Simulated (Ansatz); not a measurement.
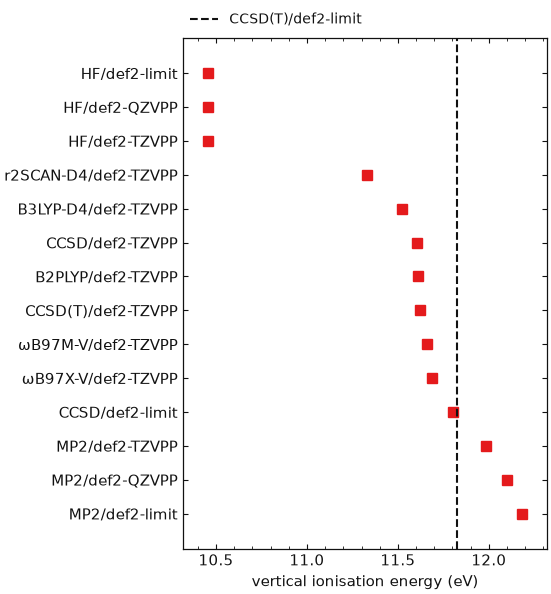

Vertical ionisation energy of CHClFN, SMILES N(=C(\F)Cl)/[H], taken as the energy of the cation less that of the neutral at fixed geometry (unrestricted doublet cation, cores frozen in correlated methods, no spin-orbit coupling), the Ansatz code, at a PBE0-D4/def2-TZVP geometry (a minimum by its frequencies). Limit means an estimate of the basis limit from triple and quadruple zeta; for coupled cluster it is either extrapolated directly or built as the MP2 limit plus the step from MP2 in triple zeta. B2PLYP/def2-TZVPP holds a correlation term that converges slowly with the basis, so part of the distance to the limit is basis error. The distance of CCSD/def2-TZVPP, CCSD(T)/def2-TZVPP, MP2/def2-TZVPP and MP2/def2-QZVPP to the limit includes basis error.

**Which level comes closest to the line (CCSD(T)/def2-limit), and which misses most?**

Closest CCSD/def2-limit (11.80 eV), against 11.82 eV; farthest HF/def2-limit (10.45 eV).

**Give the values.**

```tsv
level	eV	less CCSD(T)/def2-limit
HF/def2-limit	10.45	−1.37
HF/def2-QZVPP	10.45	−1.37
HF/def2-TZVPP	10.46	−1.37
r2SCAN-D4/def2-TZVPP	11.33	−0.49
B3LYP-D4/def2-TZVPP	11.52	−0.30
CCSD/def2-TZVPP	11.60	−0.22
B2PLYP/def2-TZVPP	11.61	−0.21
CCSD(T)/def2-TZVPP	11.62	−0.20
ωB97M-V/def2-TZVPP	11.66	−0.16
ωB97X-V/def2-TZVPP	11.68	−0.14
CCSD/def2-limit	11.80	−0.02
MP2/def2-TZVPP	11.98	0.16
MP2/def2-QZVPP	12.10	0.27
MP2/def2-limit	12.18	0.36
CCSD(T)/def2-limit	11.82	0.00
```
